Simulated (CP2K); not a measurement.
**TeCl2 (SMILES Cl[Te]Cl): a first try and a second**

Wanted: a single-point energy of TeCl2, GFN1-xTB.

Program for the calculation: CP2K 2026.2.

2 further runs of the same task are left out: 1 that didn't finish, 1 set aside as unsound or not needed.

## Step 1: The molecule

TeCl2 has 3 atoms, charge 0, and is taken as a singlet. As SMILES, `Cl[Te]Cl`. Geometry: a GFN2-xTB relaxation, a rough one for these elements and not checked as a minimum.

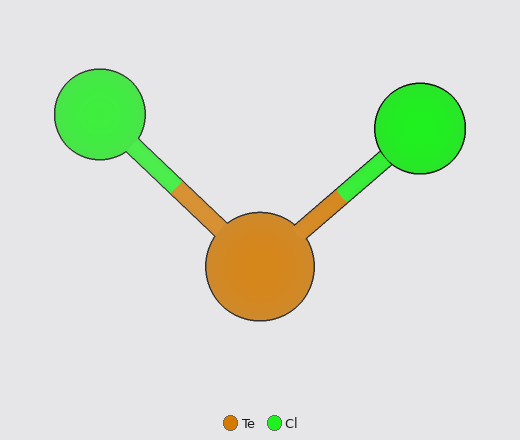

The structure, seen from a chosen angle (tellurium orange, chlorine green).

## Step 2: First attempt

Contents of calc.inp:

```
&GLOBAL
  PROJECT_NAME calc
  RUNTYPE ENERGY
  PRINT_LEVEL MEDIUM
&END

&FORCE_EVAL
  METHOD Quickstep
  &DFT
    &QS
      METHOD XTB
      EPS_DEFAULT 1.0E-10
      &XTB
        GFN_TYPE 1
        CHECK_ATOMIC_CHARGES F
      &END
    &END
    &POISSON
      PERIODIC NONE
      POISSON_SOLVER ANALYTIC
    &END
    &SCF
      SCF_GUESS ATOMIC
      EPS_SCF 1.0E-07
      MAX_SCF 40
      &OT
        MINIMIZER DIIS
        PRECONDITIONER FULL_SINGLE_INVERSE
      &END
      &OUTER_SCF
        EPS_SCF 1.0E-07
        MAX_SCF 5
      &END
    &END
    &PRINT
      &MOMENTS
        PERIODIC F
        REFERENCE COM
        MAX_MOMENT 1
      &END
      &MO_CUBES
        NLUMO 3
        NHOMO -1
        WRITE_CUBE F
      &END
      &HIRSHFELD OFF
      &END
    &END
  &END
  &SUBSYS
    &CELL
      ABC 19.5 16 17.6
      PERIODIC NONE
    &END
    &COORD
      Te     0.005130    -0.007280    -1.036280
      Cl     1.730460    -0.018030     0.526920
      Cl    -1.735590     0.025320     0.509370
    &END
    &TOPOLOGY
      &CENTER_COORDINATES
      &END
    &END
  &END
&END
```

Run with:

```bash
$ OMP_NUM_THREADS=1 cp2k.psmp -i calc.inp > calc.out 2>&1
```

Log:

```text
Possible matches for unknown keyword

 RUNTYPE

   keyword RUN_TYPE in section %__ROOT__%GLOBAL score:  109
   enum RTP in section %__ROOT__%GLOBAL for keyword RUN_TYPE score:  106
   enum AUTO in section %__ROOT__%GLOBAL for keyword ELPA_KERNEL score:  105
   enum NONE in section %__ROOT__%GLOBAL for keyword RUN_TYPE score:  105
   enum PINT in section %__ROOT__%GLOBAL for keyword RUN_TYPE score:  105

 *******************************************************************************
 *   ___                                                                       *
 *  /   \                                                                      *
 * [ABORT]                                                                     *
 *  \___/           found an unknown keyword RUNTYPE in section GLOBAL         *
 *    |                                                                        *
 *  O/|                                                                        *
 * /| |                                                                        *
 * / \                                               input/input_parsing.F:253 *
 *******************************************************************************

 ===== Routine Calling Stack =====

            3 section_vals_parse
            2 section_vals_parse
            1 read_input

Program received signal SIGABRT: Process abort signal.
```

Run time: 0.51 s. Hardware: 1 thread of Arm Neoverse N1, shared host; peak memory 0.13 GiB.

## Step 3: What went wrong

The program refused the input.

The telling line is `Possible matches for unknown keyword`. What is wrong: the input text is malformed or holds a word that the program doesn't know.

## Step 4: Try two

Contents of calc.inp:

```
&GLOBAL
 PROJECT_NAME calc
 RUN_TYPE ENERGY
 PRINT_LEVEL MEDIUM
&END

&FORCE_EVAL
 METHOD QUICKSTEP
 &DFT
  # Quickstep
  &QS
   METHOD XTB
   EPS_DEFAULT 1.0E-10
   &XTB
    GFN_TYPE 1
    CHECK_ATOMIC_CHARGES F
   &END
  &END
  &POISSON
   PERIODIC NONE
   POISSON_SOLVER ANALYTIC
  &END
  &SCF
   SCF_GUESS ATOMIC
   EPS_SCF 1.0E-07
   MAX_SCF 40
   &OT
    MINIMIZER DIIS
    PRECONDITIONER FULL_SINGLE_INVERSE
   &END
   &OUTER_SCF
    EPS_SCF 1.0E-07
    MAX_SCF 5
   &END
  &END
  &PRINT
   &MOMENTS
    PERIODIC F
    REFERENCE COM
    MAX_MOMENT 1
   &END
   &MO_CUBES
    NLUMO 3
    NHOMO -1
    WRITE_CUBE F
   &END
   &HIRSHFELD OFF
   &END
  &END
 &END
 # structure
 &SUBSYS
  &CELL
   ABC 19.5 16 17.6
   PERIODIC NONE
  &END
  &COORD
   Te     0.005130    -0.007280    -1.036280
   Cl     1.730460    -0.018030     0.526920
   Cl    -1.735590     0.025320     0.509370
  &END
  &TOPOLOGY
   &CENTER_COORDINATES
   &END
  &END
 &END
&END
```

Run with:

```bash
$ OMP_NUM_THREADS=1 cp2k.psmp -i calc.inp -o calc.out
```

Log:

```text
CP2K| version string:                                       CP2K version 2026.2
[...]
 GLOBAL| Method name                                                        CP2K
[...]
 GLOBAL| Run type                                                         ENERGY
[...]
                             - Atoms:                                          3
[...]
                             - Spherical basis functions:                     27
[...]
 Number of electrons:                                                         20
[...]
     1 OT DIIS     0.80E-01    0.0     0.10755235       -12.2545831919 -1.23E+01
[...]
    24 OT DIIS     0.80E-01    0.0     0.00000007       -12.3050839699 -2.24E-13
  *** SCF run converged in    24 steps ***
[...]
 TB_DIPOLE| Moment [Debye]          0.00727726      -0.01068427      -1.52062050
 TB_DIPOLE| Derivative [a.u.]       0.00000000       0.00000000       0.00000000
[...]
 ENERGY| Total FORCE_EVAL ( QS ) energy [hartree]            -12.305083969850978
[...]
```

Run time: 0.83 s. Hardware: 1 thread of Arm Neoverse N1, shared host; peak memory 0.15 GiB.

## Step 5: Summary of results

At GFN1-xTB:

| quantity | value |
| --- | --- |
| total energy | -12.30508 Eh |
| dipole moment (from atomic charges alone) | 1.52 D |
| HOMO energy | -10.84 eV |
| dispersion energy | -3.28 kJ/mol |

**Reading.** The dipole comes from point charges on the atoms alone, without atomic dipoles, so it is partial.
